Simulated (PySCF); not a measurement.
```xyz
9

F    -0.3137    2.2565    0.2697
C    -0.2466    0.9396    0.1099
C    -1.2952    0.0814    0.0043
O    -0.8363   -1.1764   -0.1469
C     0.4958   -1.1339   -0.1388
C     0.9531    0.1606    0.0186
S     2.5734    0.6925    0.0859
H    -2.3544    0.2374    0.0212
H     1.0374   -2.0518   -0.2492
```

Geometry: GFN2-xTB.

All numbers below come from PySCF, UKS B3LYP, pcH-1 on C F H O S, non-relativistic, mean-field spin-orbit, GIAO.

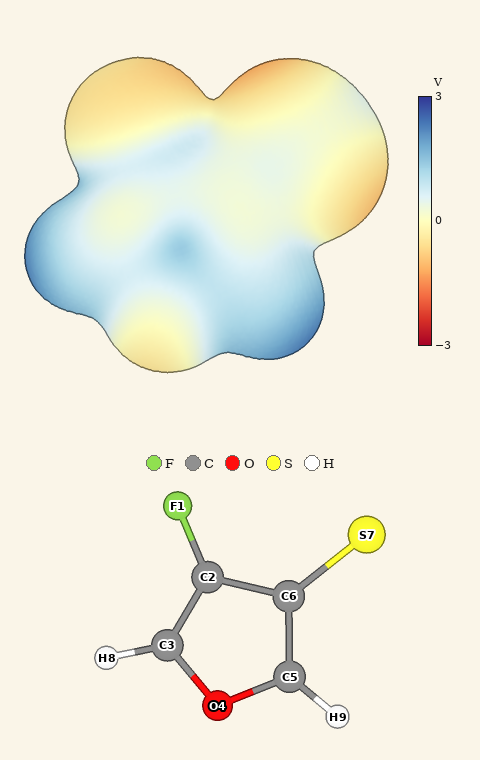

C4H2FOS (doublet). The molecular electrostatic potential painted on the density surface at 0.004 e/bohr³, seen across its widest extent; red is negative and blue positive. The bare structure is drawn below in the same view.

### Where is the surface potential most negative and most positive?

The most negative region (about −1.2 V) lies over S7, the most positive (about +2.2 V) over H8 and H9.
